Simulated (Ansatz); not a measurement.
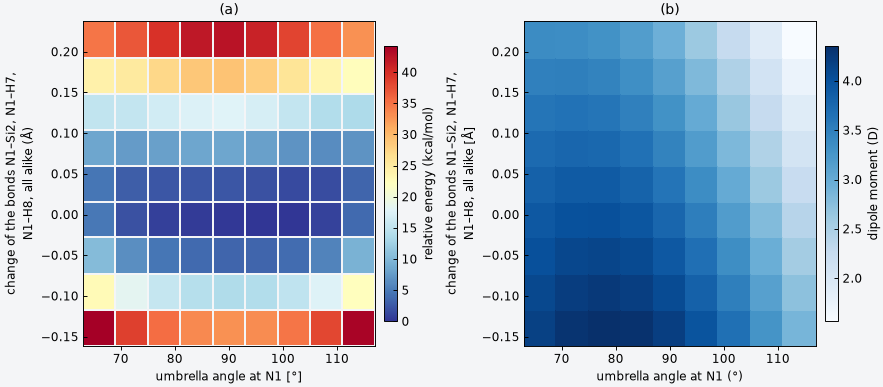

CH₆AlNO₂Si, SMILES N[SiH]1C[O][Al]1[OH]. First axis: umbrella angle at N1 (between each of its bonds and their common axis; 90 is planar). Second axis: change of the bonds N1–Si2, N1–H7, N1–H8, all alike. Nothing is relaxed (all other coordinates rigid). The scan uses a 9 × 9 grid. Points are written as (first, second). Energies: kcal/mol, counted from the lowest grid point. These are results of Ansatz, RKS PBE-D4/def2-SVP, not measurements.

Panel (a) is the energy; panel (b) is the computed dipole moment, in D.

Drawn: one coloured cell a grid point.

### How does the dipole moment vary over the map, and what is it at the lowest grid point?

Leaving out the highest fifth of the energies, it runs from 1.56 D at (114°, 0.215 Å) to 4.25 D at (78°, −0.095 Å). At the lowest grid point, (96°, −0.006 Å), it is 3.52 D.
